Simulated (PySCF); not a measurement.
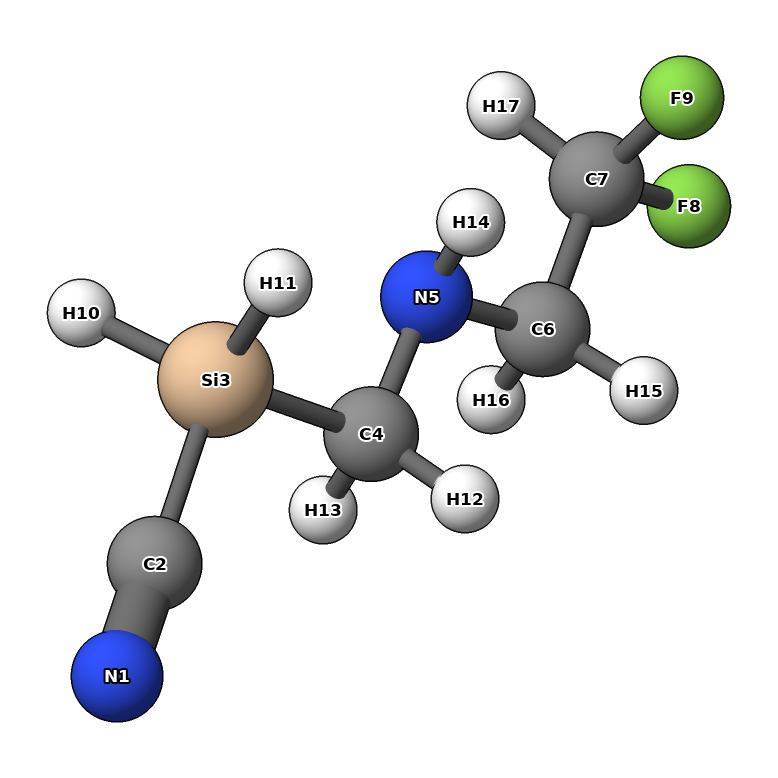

The thickness of each stick grows with its Mayer bond order. The computed structure is the end point of a GFN2-xTB optimisation. No frequency run is at hand to confirm it as a minimum. Computed with PBE0/pcSseg-1 (PySCF 2.14.0).

List the Mayer bond orders of N1–C2, C2–Si3, Si3–C4, C4–N5, N5–C6, C6–C7, C7–F8, C7–F9 (bonds between heavy atoms, one of each equivalent set).

```tsv
bond	Mayer order	length (Å)
N1–C2	2.94	1.145
C2–Si3	0.82	1.869
Si3–C4	0.92	1.908
C4–N5	0.95	1.454
N5–C6	0.96	1.449
C6–C7	1.02	1.521
C7–F8	0.96	1.353
C7–F9	0.95	1.358
```

The geometry is semi-empirical. Around Si such bond lengths and angles can be off by a tenth of an ångström or more and by several degrees, and values that hang on the shape move with them.
